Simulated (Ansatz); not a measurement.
**CH5GeO (charge +1): rotation by 120° about the O2–Ge3 bond, part 1 of 2**

Wanted: the energy profile along the rotation by 120° about the O2–Ge3 bond, from relaxed end points and a band of images. SMILES of the start: [CH2+][O][GeH3].

All numbers below are computed with Ansatz 0.2.0 (RKS B3LYP/def2-SVP).

## (1) The starting structure

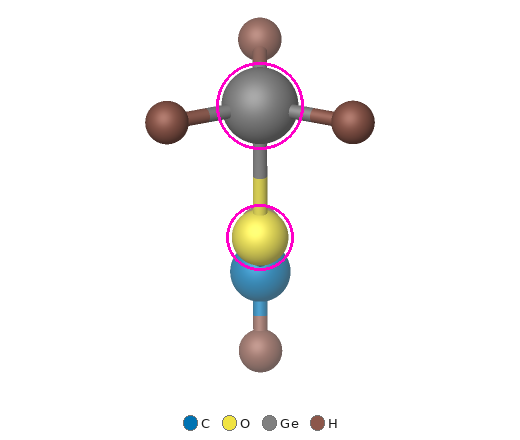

The starting structure, seen from a free direction (carbon blue, oxygen yellow, germanium grey, hydrogen brown). Ringed: O2, Ge3.

Structure file:

```xyz
8

C    -0.6476    1.2208   -0.7779
O    -0.4770    0.0387   -0.5558
Ge    0.5879   -1.1162    0.7063
H    -1.3322    1.5224   -1.5831
H    -0.1515    2.0186   -0.2122
H     1.3133   -0.0933    1.5381
H     1.3305   -1.8072   -0.3946
H    -0.6232   -1.7839    1.2791
```

## (2) End point A

input.yaml

```yaml
crystal:
  periodic: [false, false, false]
  atoms:
    - { symbol: C, position_ang: [-0.64764, 1.22077, -0.77792] }
    - { symbol: O, position_ang: [-0.47704, 0.03871, -0.55576] }
    - { symbol: Ge, position_ang: [0.58786, -1.11619, 0.70634] }
    - { symbol: H, position_ang: [-1.33219, 1.52238, -1.58305] }
    - { symbol: H, position_ang: [-0.15152, 2.01861, -0.2122] }
    - { symbol: H, position_ang: [1.31326, -0.09327, 1.53807] }
    - { symbol: H, position_ang: [1.33049, -1.80715, -0.3946] }
    - { symbol: H, position_ang: [-0.62322, -1.78386, 1.27912] }
total_charge: 1
basis:
  gaussian: { orbitals: def2-SVP }
hamiltonian:
  xc: b3lyp
relax:
  f_tol: 0.015
  max_steps: 40
output:
  orbitals: {}
```

Command:

```bash
$ ansatz run input.yaml --threads 1 --pin off --max-ram 2048MiB --backend cpu --events-out ev --progress --plain --runs-dir out
```

Log, cut to the lines that bear on the results:

```text
Warning: RAYON_NUM_THREADS=1 ignored (pool sized by the plan → 1); use --threads N
[...]
Functional definition: B3LYP
[...]
920 factors; integrals over basis functions are off by at most 2.5e-4 eV
[...]
mean field -59667.31226891 eV, -2192.7332819254 hartree, gradient 8.1e-6 eV, S^2 0.000000; 0 other end points of the search recorded, 0 dependent functions left out
[...]
reference -59667.31250382 eV, -2192.7332905585 hartree; 25, 25 occupied and 60, 60 virtual orbitals, 920 factors
relax step   1: F+E_penalty+E_count = -59667.31226891 eV  Δ(F+E_penalty+E_count) = +0.000e0 eV  max|allowed force component| = 9.136e-1 eV/Å  Δτ_max = 0.0000 Å  (25 SCF iters, accepted)
[...]
Atom 0 at    -0.639966     1.217237    -0.767879 Å, force     0.000797    -0.004018     0.001033 eV/Å
Atom 1 at    -0.528487     0.002912    -0.616967 Å, force    -0.000807     0.001518    -0.001297 eV/Å
Atom 2 at     0.547778    -1.090834     0.658127 Å, force     0.000780    -0.000536     0.001178 eV/Å
Atom 3 at    -1.313961     1.588680    -1.561364 Å, force    -0.000353     0.001316    -0.000278 eV/Å
Atom 4 at    -0.088251     1.940972    -0.135910 Å, force    -0.000316     0.001880    -0.000367 eV/Å
Atom 5 at     1.239773     0.021357     1.449518 Å, force    -0.000009    -0.000353    -0.000078 eV/Å
Atom 6 at     1.384711    -1.853436    -0.362484 Å, force     0.000009     0.000040    -0.000127 eV/Å
Atom 7 at    -0.601597    -1.826889     1.336960 Å, force    -0.000101     0.000153    -0.000062 eV/Å
Dipole moment:    -0.153501     0.691562    -0.191031 e Å
```

Run time: 15 s. Hardware: 1 thread of AMD EPYC 9R14 (Zen 4), shared host; peak memory 0.19 GiB.

Step by step:

```tsv
step	energy from step 1 (eV)	largest force component (eV/Å)
1	0.0000	0.9136
2	-0.0451	0.4107
3x	-0.0077	0.9487
4	-0.0514	0.2542
5	-0.0583	0.2803
6	-0.0593	0.0257
7	-0.0593	0.0040
```

Step 1 is the start. 1 step was tried and not accepted (marked x).

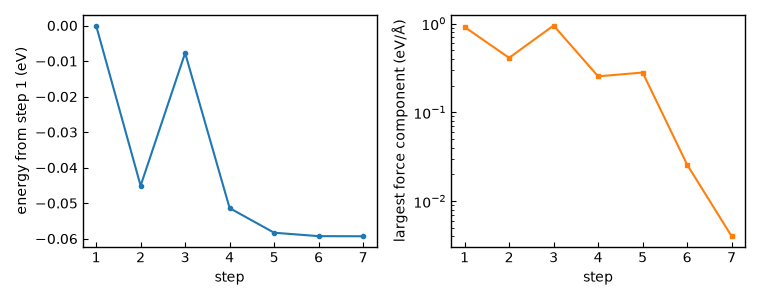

Energy and largest force along the relaxation.

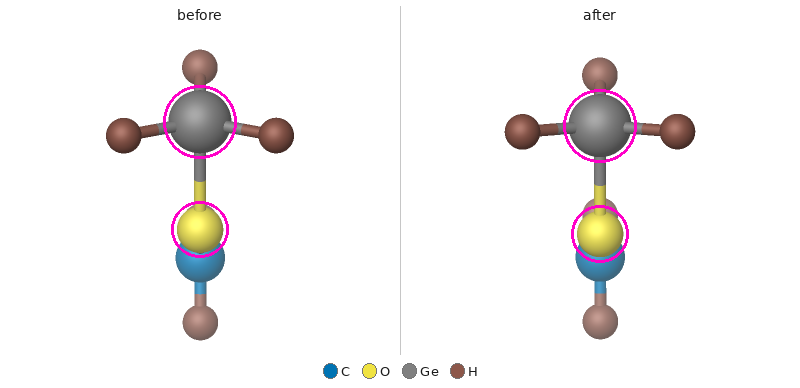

Before and after, at one scale.

After: Bond lengths: C1–O2 1.229 Å, O2–Ge3 1.995 Å, C1–H4 1.105 Å, C1–H5 1.108 Å, Ge3–H6 1.530 Å, Ge3–H7 1.524 Å, Ge3–H8 1.524 Å. Angles: C1–O2–Ge3 132.0°, O2–C1–H4 118.4°, O2–C1–H5 122.0°, H4–C1–H5 119.6°, O2–Ge3–H6 100.1°, O2–Ge3–H7 98.2°, O2–Ge3–H8 98.2°, H6–Ge3–H7 117.5°, H6–Ge3–H8 117.5°, H7–Ge3–H8 118.1°.

## (3) Relaxing end B

The second end starts from a geometry with the move made by hand.

input.yaml, as its differences from that of step 2:

```diff
@@ -8,5 +8,5 @@
     - { symbol: H, position_ang: [-0.15152, 2.01861, -0.2122] }
-    - { symbol: H, position_ang: [1.31326, -0.09327, 1.53807] }
-    - { symbol: H, position_ang: [1.33049, -1.80715, -0.3946] }
-    - { symbol: H, position_ang: [-0.62322, -1.78386, 1.27912] }
+    - { symbol: H, position_ang: [-0.49041, -1.88822, 1.41743] }
+    - { symbol: H, position_ang: [1.21617, 0.05092, 1.40211] }
+    - { symbol: H, position_ang: [1.35163, -1.78855, -0.39146] }
 total_charge: 1
@@ -19,3 +19 @@
   max_steps: 40
-output:
-  orbitals: {}
```

Command:

```bash
$ ansatz run input.yaml --threads 1 --pin off --max-ram 2048MiB --backend cpu --events-out ev --progress --plain --runs-dir out
```

Log, cut to the lines that bear on the results:

```text
Warning: RAYON_NUM_THREADS=1 ignored (pool sized by the plan → 1); use --threads N
[...]
[... 1 set-up line as earlier in the session ...]
[...]
920 factors; integrals over basis functions are off by at most 2.5e-4 eV
[...]
mean field -59667.28528351 eV, -2192.7322902304 hartree, gradient 3.3e-5 eV, S^2 0.000000; 0 other end points of the search recorded, 0 dependent functions left out
[...]
Atom 3 at    -1.363403     1.549447    -1.558774 Å, force    -0.000721     0.000797    -0.001114 eV/Å
Atom 4 at    -0.111970     1.945253    -0.167912 Å, force     0.001039    -0.000120     0.002260 eV/Å
Atom 5 at    -0.538551    -1.813171     1.373484 Å, force    -0.000277     0.000175     0.000190 eV/Å
Atom 6 at     1.269328     0.070440     1.431074 Å, force    -0.000122     0.000219    -0.000649 eV/Å
Atom 7 at     1.418101    -1.823693    -0.360191 Å, force     0.000095    -0.000505    -0.000039 eV/Å
Dipole moment:    -0.167389     0.685912    -0.199737 e Å
```

It took 14 s on 1 thread of AMD EPYC 9R14 (Zen 4), shared host; peak memory 0.26 GiB.

Relaxation path:

```tsv
step	energy from step 1 (eV)	largest force component (eV/Å)
1	0.0000	1.1214
2	-0.0638	0.4393
3x	0.0434	1.6895
4	-0.0838	0.1676
5	-0.0854	0.1548
6	-0.0862	0.0152
7	-0.0863	0.0023
```

Step 1 is the start. 1 step was tried and not accepted (marked x).

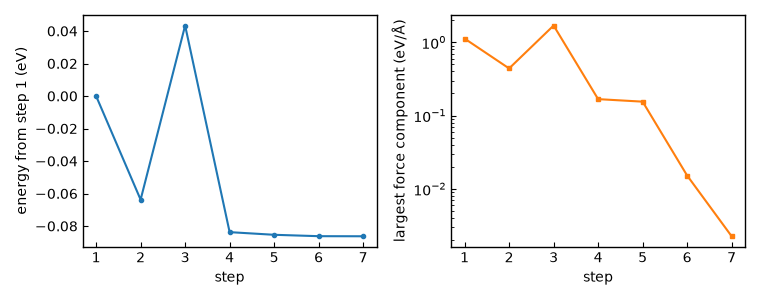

Energy and largest force along the relaxation.

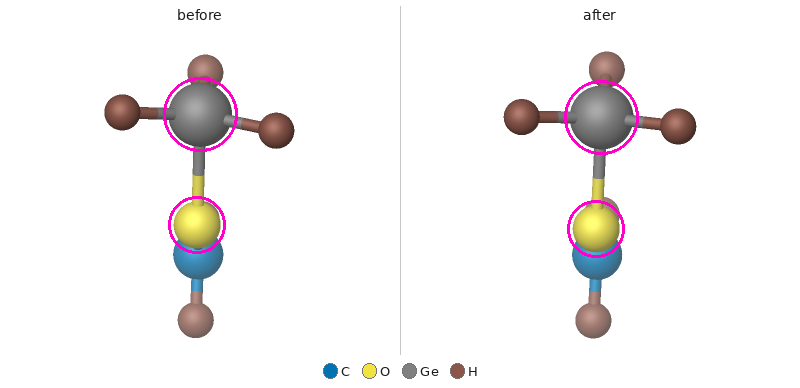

The structure before (left) and after (right), drawn at the same scale.

After: Bond lengths: C1–O2 1.229 Å, O2–Ge3 1.995 Å, C1–H4 1.105 Å, C1–H5 1.108 Å, Ge3–H6 1.524 Å, Ge3–H7 1.530 Å, Ge3–H8 1.524 Å. Angles: C1–O2–Ge3 132.1°, O2–C1–H4 118.4°, O2–C1–H5 122.1°, H4–C1–H5 119.5°, O2–Ge3–H6 98.2°, O2–Ge3–H7 100.2°, O2–Ge3–H8 98.2°, H6–Ge3–H7 117.5°, H6–Ge3–H8 118.1°, H7–Ge3–H8 117.5°.

## (4) The band

crystal.atoms is end A as relaxed above, and neb.final_atoms is end B, turned to lie on A. With 7 inner images the band has 9 in all. The start path is listed, through a guess of the saddle.

input.yaml

```yaml
crystal:
  periodic: [false, false, false]
  atoms:
    - { symbol: C, position_ang: [-0.639966, 1.217237, -0.767879] }
    - { symbol: O, position_ang: [-0.528487, 0.002912, -0.616967] }
    - { symbol: Ge, position_ang: [0.547778, -1.090834, 0.658127] }
    - { symbol: H, position_ang: [-1.313961, 1.58868, -1.561364] }
    - { symbol: H, position_ang: [-0.088251, 1.940972, -0.13591] }
    - { symbol: H, position_ang: [1.239773, 0.021357, 1.449518] }
    - { symbol: H, position_ang: [1.384711, -1.853436, -0.362484] }
    - { symbol: H, position_ang: [-0.601597, -1.826889, 1.33696] }
total_charge: 1
basis:
  gaussian: { orbitals: def2-SVP }
hamiltonian:
  xc: b3lyp
neb:
  order_check: false
  images: 7
  f_tol: 0.05
  max_iterations: 60
  final_atoms:
    - { symbol: C, position_ang: [-0.62851657, 1.146932, -0.878167] }
    - { symbol: O, position_ang: [-0.61041649, 0.50731306, 0.17076497] }
    - { symbol: Ge, position_ang: [0.5337141, -1.00325784, 0.79544904] }
    - { symbol: H, position_ang: [-1.37444217, 1.95522841, -0.98813529] }
    - { symbol: H, position_ang: [0.07560191, 0.93673166, -1.7073575] }
    - { symbol: H, position_ang: [1.12272998, -0.33260227, 2.0310831] }
    - { symbol: H, position_ang: [1.44740565, -1.17097775, -0.42074189] }
    - { symbol: H, position_ang: [-0.56607641, -2.03936828, 0.99710557] }
  initial_path:
    images:
      - { positions_ang: [[-0.639966, 1.217237, -0.767879], [-0.528487, 0.002912, -0.616967], [0.547778, -1.090834, 0.658127], [-1.313961, 1.58868, -1.561364], [-0.088251, 1.940972, -0.13591], [1.239773, 0.021357, 1.449518], [1.384711, -1.853436, -0.362484], [-0.601597, -1.826889, 1.33696]] }
      - { positions_ang: [[-0.63180381, 1.21239821, -0.78634839], [-0.5670923, 0.04088167, -0.51865466], [0.54655858, -1.09131915, 0.68787536], [-1.36475497, 1.59814296, -1.49222625], [0.01652956, 1.89256921, -0.3482517], [1.20218525, -0.03431433, 1.55194969], [1.38720041, -1.73423198, -0.37705347], [-0.58882271, -1.88412758, 1.28271044]] }
      - { positions_ang: [[-0.62364162, 1.20755942, -0.80481779], [-0.60569759, 0.07885134, -0.42034233], [0.54533915, -1.0918043, 0.71762372], [-1.41554894, 1.60760592, -1.42308851], [0.12131012, 1.84416641, -0.5605934], [1.1645975, -0.08998566, 1.65438137], [1.38968981, -1.61502796, -0.39162294], [-0.57604842, -1.94136617, 1.22846087]] }
      - { positions_ang: [[-0.61547943, 1.20272063, -0.82328718], [-0.64430289, 0.116821, -0.32202999], [0.54411973, -1.09228944, 0.74737208], [-1.46634291, 1.61706888, -1.35395076], [0.22609068, 1.79576362, -0.7729351], [1.12700975, -0.14565699, 1.75681306], [1.39217922, -1.49582394, -0.40619241], [-0.56327414, -1.99860475, 1.17421131]] }
      - { positions_ang: [[-0.60731724, 1.19788184, -0.84175657], [-0.68290819, 0.15479067, -0.22371765], [0.54290031, -1.09277459, 0.77712043], [-1.51713688, 1.62653184, -1.28481301], [0.33087123, 1.74736083, -0.9852768], [1.089422, -0.20132832, 1.85924474], [1.39466862, -1.37661992, -0.42076188], [-0.55049985, -2.05584334, 1.11996174]] }
      - { positions_ang: [[-0.61261707, 1.18514438, -0.85085918], [-0.66478526, 0.24292127, -0.125097], [0.54060375, -1.0703954, 0.78170259], [-1.4814632, 1.70870598, -1.21064358], [0.2670539, 1.54470354, -1.16579698], [1.097749, -0.23414681, 1.90220433], [1.40785288, -1.32520938, -0.42075688], [-0.55439399, -2.05172457, 1.0892477]] }
      - { positions_ang: [[-0.61791691, 1.17240692, -0.85996179], [-0.64666234, 0.33105187, -0.02647634], [0.5383072, -1.04801622, 0.78628474], [-1.44578952, 1.79088012, -1.13647415], [0.20323657, 1.34204624, -1.34631715], [1.10607599, -0.2669653, 1.94516392], [1.42103713, -1.27379883, -0.42075188], [-0.55828813, -2.04760581, 1.05853366]] }
      - { positions_ang: [[-0.62321674, 1.15966946, -0.86906439], [-0.62853941, 0.41918246, 0.07214432], [0.53601065, -1.02563703, 0.79086689], [-1.41011585, 1.87305427, -1.06230472], [0.13941924, 1.13938895, -1.52683733], [1.11440299, -0.29978378, 1.98812351], [1.43422139, -1.22238829, -0.42074689], [-0.56218227, -2.04348704, 1.02781961]] }
      - { positions_ang: [[-0.62851657, 1.146932, -0.878167], [-0.61041649, 0.50731306, 0.17076497], [0.5337141, -1.00325784, 0.79544904], [-1.37444217, 1.95522841, -0.98813529], [0.07560191, 0.93673166, -1.7073575], [1.12272998, -0.33260227, 2.0310831], [1.44740565, -1.17097775, -0.42074189], [-0.56607641, -2.03936828, 0.99710557]] }
```

Command:

```bash
$ ansatz run input.yaml --threads 1 --pin off --max-ram 2048MiB --backend cpu --events-out ev --progress --plain --runs-dir out
```

Log, cut to the lines that bear on the results:

```text
Warning: RAYON_NUM_THREADS=1 ignored (pool sized by the plan → 1); use --threads N
[...]
[... 1 set-up line as earlier in the session ...]
[...]
923 factors; integrals over basis functions are off by at most 2.8e-4 eV
[...]
mean field -59667.37158979 eV, -2192.7354619277 hartree, gradient 9.5e-6 eV, S^2 0.000000; 0 other end points of the search recorded, 0 dependent functions left out
[...]
Atom 4 at     0.376895     1.698918    -0.916823 Å, force     0.003369     0.005026     0.001611 eV/Å
Atom 5 at     1.045876    -0.104468     1.779961 Å, force    -0.000005     0.000281    -0.001215 eV/Å
Atom 6 at     1.446552    -1.429845    -0.423233 Å, force    -0.000394     0.000171    -0.000455 eV/Å
Atom 7 at    -0.508401    -2.117037     1.171030 Å, force     0.000988    -0.000264     0.001307 eV/Å
Dipole moment:    -0.038032     0.637167    -0.379498 e Å
this run last wrote the band of iteration 14 to <dir>
```

Run time: 3.1 min. Hardware: 1 thread of AMD EPYC 9R14 (Zen 4), shared host; peak memory 0.26 GiB.

## (5) Images and barrier

Images 0 and 8 are the ends. Energies count from image 0; the path length is the program's own measure over all atoms.

```tsv
image	path (Å)	energy (eV)	dihedral C1–O2–Ge3–H8 (°)	band force (eV/Å)
0	0.000	0.0000	120	-
1	0.334	0.0045	135	0.003
2	0.667	0.0151	150	0.008
3	1.001	0.0259	164	0.009
4*	1.334	0.0308	179	0.013
5	1.685	0.0268	-166	0.030
6	2.035	0.0158	-151	0.012
7	2.386	0.0045	-135	0.003
8	2.736	0.0000	-119	-
```

The star marks the climbing image.

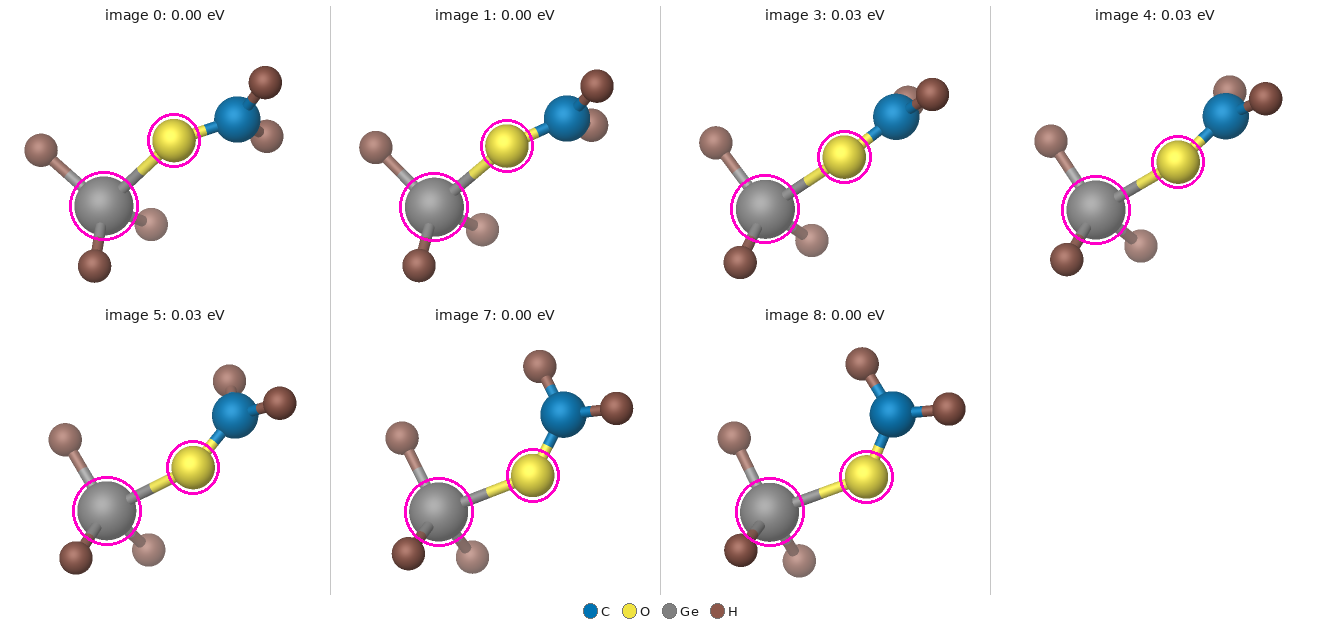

Snapshots along the band, viewed from a free direction. Ringed: O2, Ge3. Sticks join atoms closer than a bonding distance in each image.

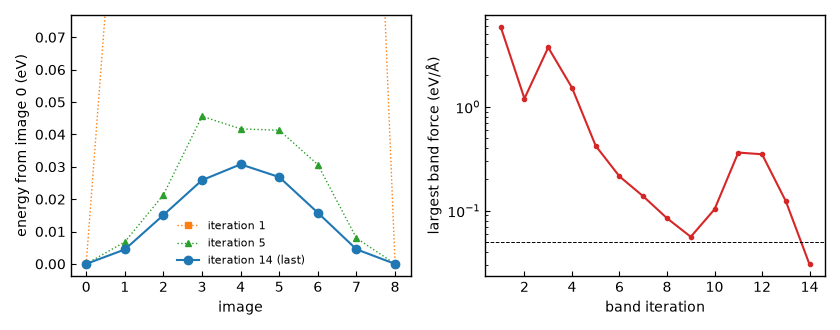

Left: energy of each image for early iterations and the last one (lines only join the points; early values far above the last band run off the scale). Right: the largest band force by iteration, with the threshold dashed.

The top of the band by iteration:

```tsv
iteration	highest image above image 0 (eV)	largest band force (eV/Å)
1	0.6151	5.865
3	0.6656	3.716
5	0.0456	0.421
7	0.0348	0.138
9	0.0312	0.056
11	0.0338	0.363
13	0.0315	0.124
14	0.0308	0.030
```

The band as a trajectory file:

```xyz
8
image=0 dE=0.0000
C    -0.640    1.217   -0.768
O    -0.528    0.003   -0.617
Ge    0.548   -1.091    0.658
H    -1.314    1.589   -1.561
H    -0.088    1.941   -0.136
H     1.240    0.021    1.450
H     1.385   -1.853   -0.362
H    -0.602   -1.827    1.337
8
image=1 dE=0.0045
C    -0.627    1.218   -0.783
O    -0.610    0.015   -0.531
Ge    0.531   -1.090    0.677
H    -1.372    1.592   -1.509
H     0.077    1.928   -0.308
H     1.173    0.008    1.528
H     1.403   -1.748   -0.386
H    -0.576   -1.922    1.312
8
image=2 dE=0.0151
C    -0.618    1.216   -0.798
O    -0.679    0.043   -0.437
Ge    0.519   -1.087    0.696
H    -1.427    1.609   -1.441
H     0.216    1.882   -0.502
H     1.123   -0.019    1.609
H     1.416   -1.643   -0.406
H    -0.549   -2.002    1.280
8
image=3 dE=0.0259
C    -0.614    1.213   -0.813
O    -0.728    0.087   -0.335
Ge    0.513   -1.083    0.714
H    -1.472    1.639   -1.364
H     0.316    1.808   -0.710
H     1.085   -0.059    1.695
H     1.429   -1.538   -0.419
H    -0.528   -2.066    1.232
8
image=4 dE=0.0308
C    -0.611    1.206   -0.826
O    -0.759    0.140   -0.234
Ge    0.508   -1.074    0.729
H    -1.499    1.681   -1.281
H     0.377    1.699   -0.917
H     1.046   -0.104    1.780
H     1.447   -1.430   -0.423
H    -0.508   -2.117    1.171
8
image=5 dE=0.0268
C    -0.610    1.195   -0.841
O    -0.769    0.217   -0.115
Ge    0.507   -1.062    0.746
H    -1.506    1.747   -1.182
H     0.395    1.534   -1.158
H     1.053   -0.153    1.846
H     1.435   -1.351   -0.434
H    -0.506   -2.128    1.138
8
image=6 dE=0.0158
C    -0.612    1.180   -0.855
O    -0.747    0.309    0.001
Ge    0.511   -1.045    0.764
H    -1.482    1.819   -1.095
H     0.346    1.343   -1.385
H     1.078   -0.209    1.908
H     1.424   -1.282   -0.440
H    -0.518   -2.116    1.102
8
image=7 dE=0.0045
C    -0.618    1.164   -0.867
O    -0.692    0.410    0.100
Ge    0.519   -1.024    0.781
H    -1.435    1.890   -1.031
H     0.238    1.136   -1.570
H     1.106   -0.269    1.969
H     1.422   -1.221   -0.439
H    -0.540   -2.084    1.057
8
image=8 dE=0.0000
C    -0.629    1.147   -0.878
O    -0.610    0.507    0.171
Ge    0.534   -1.003    0.795
H    -1.374    1.955   -0.988
H     0.076    0.937   -1.707
H     1.123   -0.333    2.031
H     1.447   -1.171   -0.421
H    -0.566   -2.039    0.997
```

(Continued in part 2 of 2.)
